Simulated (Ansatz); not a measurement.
# B₂ClH₆NSi (SMILES BB(Cl)N[SiH3]): what the fields show

| atom | x (Å) | y (Å) | z (Å) |
| --- | --- | --- | --- |
| B | 0.4531 | 0.6967 | 2.3212 |
| B | 0.4692 | -0.0083 | 0.7686 |
| Cl | 1.8397 | -1.1597 | 0.4845 |
| N | -0.4338 | 0.1976 | -0.2815 |
| Si | -0.4708 | -0.4988 | -1.8980 |
| H | 1.0122 | 1.7250 | 2.5445 |
| H | -0.0886 | 0.1644 | 3.2393 |
| H | -1.1760 | 0.8405 | -0.0901 |
| H | -1.6368 | 0.1190 | -2.5567 |
| H | -0.6502 | -1.9577 | -1.8562 |
| H | 0.7474 | -0.1757 | -2.6548 |

The calculation used RHF/6-31G* (Ansatz).

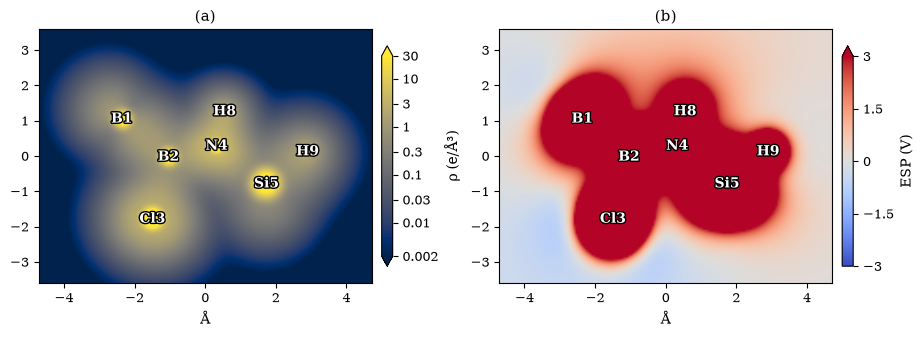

Figure 1. (a) total electron density; (b) molecular electrostatic potential on the plane of atoms B1, B2 and Cl3.

### Read the bonding off the picture.

- Atoms in the plane: B, Cl, N, Si and H.
- B–N (1.40 Å): ρ at the midpoint is about 2 e/Å³.
- B–B (1.71 Å): ρ is about 1.2 e/Å³ halfway.
- Si–N (1.76 Å): ρ at the midpoint is about 1 e/Å³.
- B–Cl (1.81 Å): ρ is about 1.2 e/Å³ halfway.
- N–H (1.00 Å): the density is about 2.8 e/Å³ at the midpoint.
- Outside the dense part of the molecule the potential is most negative (−0.7 V) near Cl3.

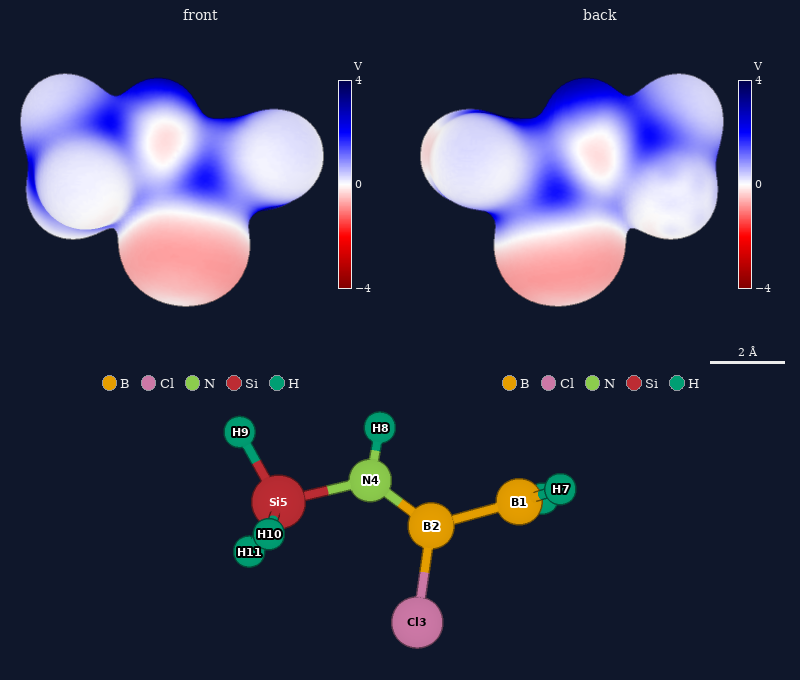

Figure 2. The electrostatic potential painted on the density surface at 0.004 e/bohr³, seen from the front and from behind; red is negative and blue positive. The bare structure is drawn below in the same view.

### Where is the surface potential most negative and most positive?

The most negative region (about −0.8 V, or −18 kcal/mol for a unit charge) lies over Cl3, the most positive (about +3.6 V, or +83 kcal/mol for a unit charge) over B1.

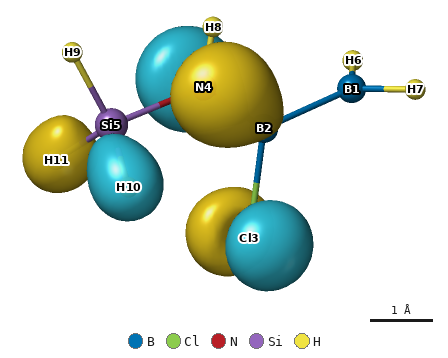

Figure 3. The HOMO−1 at ±0.15 Å⁻³ᐟ² (yellow and cyan are the two phases), seen at a tilt.

### What is the character of this orbital?

It lies mainly on N4 (about 40 %), Cl3 (about 20 %), Si5 (about 10 %), B2 (about 10 %), H10 (about 5 %) and H11 (about 5 %). Its energy is −11.51 eV.
